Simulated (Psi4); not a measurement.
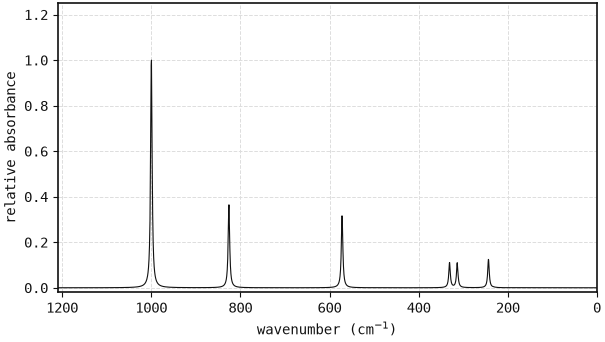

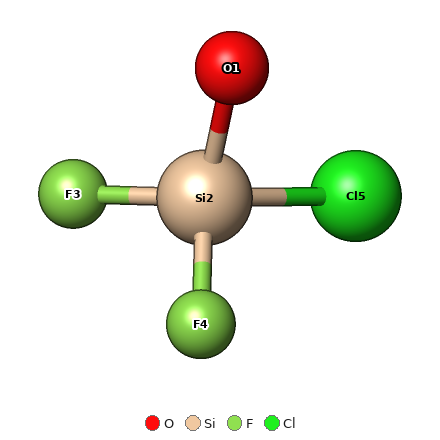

Infrared spectrum of SiOClF₂, SMILES [O][Si](F)(F)Cl, doublet. Unscaled harmonic wavenumbers and double-harmonic intensities, r2SCAN/def2-SVP (dispersion D4) in Psi4, at a geometry relaxed at this level, isolated molecule. Modes within 2 cm⁻¹ of each other count as one line, with their intensities summed. Lorentzian lines of 4 cm⁻¹ full width. Close modes add up in the curve.

Q: Which lines are the most intense?

A: 999.8 cm⁻¹ (288.6 km/mol), 825.8 cm⁻¹ (104.3 km/mol) and 571.9 cm⁻¹ (91.5 km/mol).

Q: List the modes.

A:
```csv
cm⁻¹,km/mol
225.7,0.1
231.5,0.3
243.5,35.9
313.6,31.0
330.9,31.6
571.9,91.5
825.8,104.3
999.8 (×2),288.6
```

Caveats: double-zeta basis.
